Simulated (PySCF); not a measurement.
Molecule: C7H12AlN, singlet. Atoms near the plane z = 0.0 Å, at the GFN2-xTB optimised geometry (x, y, z in Å): Al1 (-0.3, 0.5, 0.0), H2 (-0.9, 1.9, 0.0), C3 (1.8, 0.5, 0.0), H4 (2.2, -0.4, -0.5), H5 (2.1, 0.5, 1.0), H6 (2.2, 1.4, -0.5), C7 (-1.3, -1.0, 0.9), H8 (-2.2, -1.3, 0.3), H10 (-0.8, -1.9, 1.1).

Calculation: B3LYP/def2-SVP (PySCF). Cells within 0.4 Å of a nucleus heavier than hydrogen are left out (blank, or x). The values are rescaled to run from 0 to 1.

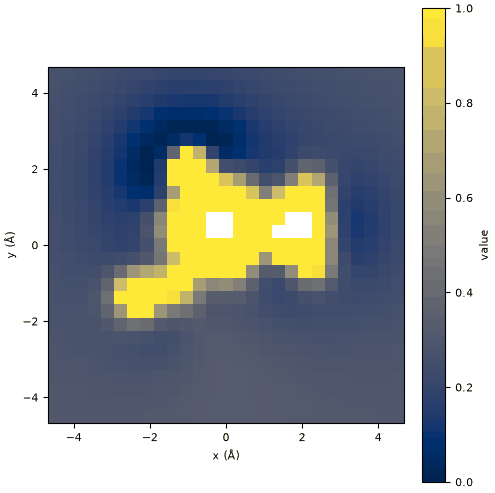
a field on the plane z = 0.0 Å.

Problem. Which quantity is mapped?
A. electron localisation function
B. electrostatic potential
C. log10 of the electron density
D. Laplacian of the electron density

Solution. B, electrostatic potential. In full: electrostatic potential (hartree/e), clipped to [-0.08, 0.12].
